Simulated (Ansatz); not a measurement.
Run report: CH$_{6}$GeOSe, geometry relaxation (part 2 of 2)

Continued. System: CH$_{6}$GeOSe. Method: RKS LDA/def2-SVP (Ansatz 0.2.0). It belongs to a series of runs on one base structure; here: end point B relaxed.

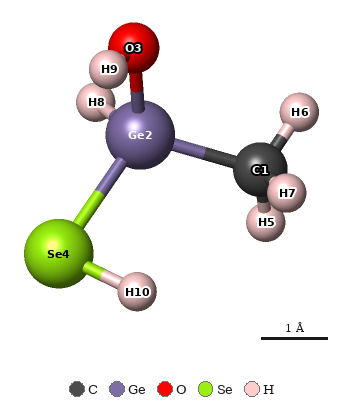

*The geometry at step 19 of the log (ball-and-stick view, seen at a tilt; atoms are numbered from 1 in the order of the input).*

## Trajectory as extended XYZ, continued
```
10
Properties=species:S:1:pos:R:3:forces:R:3 step=8 energy=-124828.90581
C    -1.2842    0.3491   -0.2534    0.0175  -0.1551   0.0018
Ge    0.1346   -0.8515    0.2834    0.0866   0.1091   0.0423
O     1.0356   -0.2109    1.6695    0.0081  -0.0005   0.0633
Se    1.6554   -1.0195   -1.5025   -0.0350  -0.0225  -0.1035
H    -1.8663   -0.1034   -1.0824   -0.0309   0.0276  -0.0171
H    -1.9606    0.5387    0.6047   -0.0135   0.0101   0.0112
H    -0.8426    1.3072   -0.5947   -0.0068   0.0090  -0.0071
H    -0.3017   -2.2426    0.7902   -0.0522   0.0491  -0.0175
H     1.5980    0.5478    1.4183   -0.0271  -0.0329  -0.0336
H     0.6779   -0.4106   -2.4425    0.0532   0.0061   0.0601
10
Properties=species:S:1:pos:R:3:forces:R:3 step=9 energy=-124828.91402
C    -1.2931    0.3284   -0.2615    0.0515   0.0270  -0.0088
Ge    0.1354   -0.8505    0.2887    0.0221  -0.0068  -0.0082
O     1.0380   -0.2119    1.6743   -0.0214   0.0204   0.0482
Se    1.6413   -1.0487   -1.5066   -0.0076  -0.0255  -0.0594
H    -1.9210   -0.1541   -1.0392    0.0128  -0.0030   0.0036
H    -1.9281    0.5876    0.6111    0.0093  -0.0043  -0.0090
H    -0.8444    1.2556   -0.6771   -0.0719  -0.0051   0.0111
H    -0.3222   -2.2343    0.7897   -0.0119   0.0013   0.0182
H     1.6159    0.5311    1.4124   -0.0050  -0.0196  -0.0231
H     0.7245   -0.2990   -2.4011    0.0221   0.0157   0.0272
10
Properties=species:S:1:pos:R:3:forces:R:3 step=11 energy=-124828.89933 accepted=F
C    -1.3443    0.3236   -0.2442   -0.1905  -0.0810   0.0033
Ge    0.1008   -0.8419    0.3072   -0.0465   0.3040   0.3292
O     1.0268   -0.0976    1.6395    0.0221  -0.0256  -0.1588
Se    1.4677   -1.2523   -1.5272    0.2787  -0.0982  -0.3236
H    -1.9217   -0.1998   -1.0356    0.0062   0.0755  -0.0450
H    -2.0446    0.5722    0.5839    0.1525  -0.1121   0.0412
H    -0.9491    1.2810   -0.6485    0.0702  -0.1221  -0.0104
H    -0.2768   -2.2524    0.8258   -0.0697   0.1823   0.0351
H     1.7693    0.4521    1.3114   -0.1710  -0.1435  -0.0070
H     1.0183   -0.0808   -2.3215   -0.0520   0.0208   0.1359
10
Properties=species:S:1:pos:R:3:forces:R:3 step=12 energy=-124828.93058
C    -1.3240    0.3098   -0.2679    0.0060  -0.0196  -0.0076
Ge    0.1188   -0.8440    0.2949   -0.0287   0.0209   0.0050
O     1.0280   -0.1273    1.6400    0.0512   0.0431  -0.0234
Se    1.5428   -1.2075   -1.5393   -0.0007   0.0042  -0.0036
H    -1.9181   -0.1846   -1.0637    0.0001  -0.0002  -0.0023
H    -1.9834    0.5252    0.5980   -0.0006   0.0082   0.0061
H    -0.9178    1.2665   -0.6566   -0.0020  -0.0010   0.0044
H    -0.3418   -2.2005    0.8606   -0.0142  -0.0336  -0.0009
H     1.7358    0.4604    1.3095   -0.0257  -0.0247   0.0072
H     0.9060   -0.0938   -2.2849    0.0148   0.0028   0.0152
10
Properties=species:S:1:pos:R:3:forces:R:3 step=14 energy=-124828.93300
C    -1.3485    0.3017   -0.2639   -0.0341  -0.0167   0.0033
Ge    0.0988   -0.8439    0.3022    0.0265   0.0964   0.0369
O     1.0314   -0.0861    1.6126   -0.1976  -0.1155   0.0446
Se    1.5063   -1.2376   -1.5346    0.0067   0.0496  -0.0828
H    -1.9450   -0.2071   -1.0491    0.0073   0.0123  -0.0023
H    -2.0087    0.5363    0.5970    0.0194  -0.0124   0.0123
H    -0.9451    1.2531   -0.6693    0.0091  -0.0226   0.0006
H    -0.3445   -2.2065    0.8737   -0.0039   0.0095  -0.0014
H     1.7866    0.4125    1.2553    0.1464   0.0763  -0.0878
H     1.0153   -0.0182   -2.2332    0.0203  -0.0769   0.0767
10
Properties=species:S:1:pos:R:3:forces:R:3 step=15 energy=-124828.93530
C    -1.3567    0.2999   -0.2647   -0.0204  -0.0093  -0.0108
Ge    0.0973   -0.8377    0.2983    0.0066   0.0350   0.0600
O     1.0251   -0.0685    1.6054   -0.0642  -0.0193  -0.0254
Se    1.5020   -1.2467   -1.5378    0.0071   0.0182  -0.0192
H    -1.9560   -0.2139   -1.0447    0.0083   0.0135  -0.0002
H    -2.0126    0.5378    0.5986    0.0248  -0.0163   0.0126
H    -0.9563    1.2498   -0.6764    0.0017  -0.0172  -0.0015
H    -0.3418   -2.2016    0.8715   -0.0091   0.0073  -0.0026
H     1.8080    0.3894    1.2448    0.0350  -0.0003  -0.0234
H     1.0374   -0.0043   -2.2043    0.0102  -0.0117   0.0104
10
Properties=species:S:1:pos:R:3:forces:R:3 step=16 energy=-124828.92482 accepted=F
C    -1.3883    0.2902   -0.2667   -0.0022   0.0128  -0.0190
Ge    0.0839   -0.8207    0.2959   -0.0393  -0.0418   0.0768
O     1.0071    0.0026    1.5754    0.9927   0.3568  -0.5203
Se    1.4814   -1.2652   -1.5391   -0.0389   0.1630  -0.0093
H    -1.9945   -0.2414   -1.0297    0.0173   0.0188   0.0191
H    -2.0313    0.5408    0.6032    0.0262  -0.0192  -0.0006
H    -0.9970    1.2346   -0.7001   -0.0132  -0.0188   0.0021
H    -0.3417   -2.1865    0.8798   -0.0078  -0.0063  -0.0173
H     1.8912    0.2902    1.1991   -0.9833  -0.3468   0.4460
H     1.1356    0.0598   -2.1273    0.0483  -0.1184   0.0225
10
Properties=species:S:1:pos:R:3:forces:R:3 step=18 energy=-124828.93794 accepted=F
C    -1.3911    0.2887   -0.2672   -0.0008  -0.0012   0.0000
Ge    0.0799   -0.8199    0.2983   -0.0179   0.0097   0.0181
O     1.0012    0.0290    1.5611    0.6440   0.1888  -0.3362
Se    1.4955   -1.2514   -1.5259   -0.0212   0.0737  -0.0063
H    -2.0012   -0.2389   -1.0291    0.0048   0.0041   0.0212
H    -2.0267    0.5368    0.6086    0.0007  -0.0030  -0.0121
H    -0.9992    1.2327   -0.6998   -0.0046  -0.0089   0.0096
H    -0.3431   -2.1865    0.8810    0.0023  -0.0141  -0.0068
H     1.8970    0.2564    1.1969   -0.6366  -0.1892   0.2937
H     1.1341    0.0572   -2.1331    0.0293  -0.0599   0.0188
10
Properties=species:S:1:pos:R:3:forces:R:3 step=19 energy=-124828.94086
C    -1.3835    0.2899   -0.2667    0.0091   0.0120   0.0327
Ge    0.0802   -0.8261    0.2998    0.0280   0.0088  -0.0306
O     1.0091   -0.0001    1.5683    0.0071   0.0518  -0.0030
Se    1.5034   -1.2410   -1.5224    0.0160  -0.0342  -0.0073
H    -1.9931   -0.2272   -1.0348   -0.0052  -0.0114  -0.0016
H    -2.0196    0.5313    0.6096   -0.0226   0.0089  -0.0002
H    -0.9845    1.2359   -0.6866   -0.0062   0.0089  -0.0057
H    -0.3496   -2.1896    0.8844    0.0099  -0.0084  -0.0151
H     1.8691    0.2947    1.2081   -0.0241  -0.0420   0.0090
H     1.1147    0.0364   -2.1691   -0.0119   0.0056   0.0219
10
Properties=species:S:1:pos:R:3:forces:R:3 step=21 energy=-124828.94699
C    -1.4048    0.2871   -0.2669    0.0103   0.0021   0.0295
Ge    0.0756   -0.8071    0.2923    0.0029  -0.0112  -0.0120
O     0.9880    0.0874    1.5273    0.5657   0.1046  -0.2140
Se    1.5057   -1.2477   -1.5182   -0.0207   0.0128  -0.0057
H    -2.0188   -0.2407   -1.0236   -0.0089  -0.0099  -0.0039
H    -2.0329    0.5303    0.6150   -0.0166   0.0037  -0.0018
H    -1.0172    1.2336   -0.6961   -0.0037   0.0048  -0.0070
H    -0.3300   -2.1789    0.8797    0.0074  -0.0082  -0.0065
H     1.9244    0.1846    1.2190   -0.5577  -0.0887   0.2101
H     1.1564    0.0555   -2.1378    0.0214  -0.0099   0.0113
10
Properties=species:S:1:pos:R:3:forces:R:3 step=22 energy=-124828.95726
C    -1.4260    0.2863   -0.2583   -0.0054  -0.0115   0.0266
Ge    0.0671   -0.7986    0.2797   -0.0016  -0.0062   0.0261
O     0.9848    0.1333    1.4842    0.2253   0.0240  -0.1375
Se    1.4885   -1.2711   -1.5281   -0.0174   0.0046  -0.0018
H    -2.0514   -0.2530   -0.9971   -0.0174   0.0019  -0.0132
H    -2.0395    0.5373    0.6323    0.0016  -0.0060  -0.0080
H    -1.0484    1.2288   -0.7042   -0.0052   0.0022  -0.0121
H    -0.3157   -2.1754    0.8749    0.0024   0.0052  -0.0093
H     1.9274    0.1376    1.2069   -0.1922  -0.0194   0.1289
H     1.2596    0.0790   -2.0997    0.0098   0.0051   0.0002
10
Properties=species:S:1:pos:R:3:forces:R:3 step=23 energy=-124828.97015
C    -1.4522    0.2800   -0.2509    0.0442  -0.0427   0.0747
Ge    0.0765   -0.7920    0.2405   -0.1594  -0.0031   0.1100
O     0.9705    0.2561    1.3694    0.0786  -0.1078  -0.1011
Se    1.4370   -1.3207   -1.5939    0.0097  -0.0141   0.0000
H    -2.1077   -0.2390   -0.9792    0.0441  -0.0324   0.0234
H    -2.0346    0.5195    0.6646    0.0120  -0.0200  -0.0279
H    -1.0926    1.2330   -0.6913    0.0173  -0.0246  -0.0050
H    -0.2737   -2.1819    0.8799    0.0924   0.2678  -0.1034
H     1.9310    0.0675    1.3279   -0.1364  -0.0279   0.0313
H     1.3920    0.0817   -2.0763   -0.0023   0.0047  -0.0020
10
Properties=species:S:1:pos:R:3:forces:R:3 step=25 energy=-124828.97391 accepted=F
C    -1.4570    0.2916   -0.2370   -0.0343  -0.1058  -0.1827
Ge    0.0838   -0.7611    0.2156   -0.0389   0.0505   0.0981
O     0.9763    0.3005    1.3231   -0.1915   0.0295  -0.0361
Se    1.4627   -1.3147   -1.6024   -0.0794  -0.1255   0.0336
H    -2.0935   -0.2584   -0.9596   -0.0413   0.0216   0.0304
H    -2.0409    0.5227    0.6774    0.0207  -0.0272   0.0165
H    -1.1272    1.2428   -0.7012    0.0339   0.0129   0.0165
H    -0.2182   -2.1306    0.8856   -0.0107   0.0325  -0.0547
H     1.8765   -0.0495    1.4235    0.3332  -0.0202   0.1175
H     1.3837    0.0611   -2.1345    0.0082   0.1318  -0.0391
10
Properties=species:S:1:pos:R:3:forces:R:3 step=26 energy=-124828.98336
C    -1.4587    0.2816   -0.2458   -0.0113   0.0048  -0.0014
Ge    0.0802   -0.7618    0.2283    0.0075  -0.0106   0.0002
O     0.9908    0.2953    1.3253    0.1156  -0.0439   0.0105
Se    1.4035   -1.3243   -1.6251   -0.0008  -0.0142  -0.0043
H    -2.0965   -0.2681   -0.9658   -0.0038  -0.0094  -0.0050
H    -2.0453    0.5151    0.6664   -0.0064   0.0016   0.0095
H    -1.1199    1.2327   -0.7039   -0.0001   0.0089  -0.0091
H    -0.2380   -2.1326    0.8837    0.0106   0.0224  -0.0048
H     1.9139   -0.0171    1.4204   -0.1088   0.0321   0.0073
H     1.4162    0.0835   -2.0928   -0.0026   0.0083  -0.0029
10
Properties=species:S:1:pos:R:3:forces:R:3 step=28 energy=-124828.98407 accepted=F
C    -1.4509    0.2822   -0.2491   -0.0126   0.0061   0.0201
Ge    0.0922   -0.7550    0.2267    0.0029   0.0485  -0.0458
O     0.9947    0.3022    1.3294   -0.0223   0.0080   0.0031
Se    1.3924   -1.3141   -1.6450    0.0166  -0.0224  -0.0121
H    -2.0932   -0.2823   -0.9541    0.0029   0.0006  -0.0010
H    -2.0298    0.5283    0.6651   -0.0036   0.0041  -0.0034
H    -1.1202    1.2270   -0.7272   -0.0001  -0.0079  -0.0004
H    -0.2192   -2.1230    0.8862    0.0074  -0.0172  -0.0034
H     1.8904   -0.0461    1.5002    0.0265  -0.0074   0.0068
H     1.3901    0.0851   -2.1416   -0.0177  -0.0124   0.0361
10
Properties=species:S:1:pos:R:3:forces:R:3 step=29 energy=-124828.98456
C    -1.4513    0.2835   -0.2495   -0.0034   0.0023   0.0030
Ge    0.0923   -0.7546    0.2239   -0.0011  -0.0039  -0.0063
O     0.9935    0.3011    1.3295    0.0120   0.0000  -0.0002
Se    1.4000   -1.3204   -1.6399   -0.0050   0.0094  -0.0004
H    -2.0921   -0.2777   -0.9583    0.0005  -0.0009  -0.0008
H    -2.0319    0.5256    0.6647    0.0010   0.0006  -0.0007
H    -1.1199    1.2304   -0.7226   -0.0013  -0.0021  -0.0020
H    -0.2187   -2.1246    0.8808   -0.0010  -0.0035   0.0041
H     1.8947   -0.0404    1.4887   -0.0068   0.0021   0.0026
H     1.3798    0.0814   -2.1265    0.0051  -0.0041   0.0006
```

This output came from the following input.

## Input
```yaml
crystal:
  periodic: [false, false, false]
  atoms:
    - { symbol: C, position_ang: [-1.2322, 0.395, -0.1386] }
    - { symbol: Ge, position_ang: [0.195, -0.7705, 0.2139] }
    - { symbol: O, position_ang: [1.0183, -0.2353, 1.6814] }
    - { symbol: Se, position_ang: [1.7672, -0.7298, -1.609] }
    - { symbol: H, position_ang: [-1.8069, 0.1021, -1.0857] }
    - { symbol: H, position_ang: [-1.9851, 0.4469, 0.7052] }
    - { symbol: H, position_ang: [-0.863, 1.4697, -0.2943] }
    - { symbol: H, position_ang: [-0.3073, -2.1873, 0.4113] }
    - { symbol: H, position_ang: [1.3905, 0.6862, 1.5201] }
    - { symbol: H, position_ang: [0.66983, -1.27277, -2.51363] }
basis:
  gaussian: { orbitals: def2-SVP }
hamiltonian:
  xc: lda
relax:
  f_tol: 0.015
  max_steps: 40
```

Launch command:
```bash
ansatz run input.yaml --threads 2 --pin off --max-ram 3072MiB --backend cpu --events-out ev --progress --plain --runs-dir out
```

## Summary

| quantity | value |
| --- | --- |
| outcome | converged |
| total energy | −124828.9846 eV |
| mean-field energy | −124828.9846 eV |
| largest force (length of the vector) at the end | 0.012 eV/Å |
| hardware | 2 threads of Intel Xeon (Sapphire Rapids), 16 GiB of memory available, shared host |
| wall time | 40 s (CPU time 72 s) |
| peak memory | 0.19 GiB |
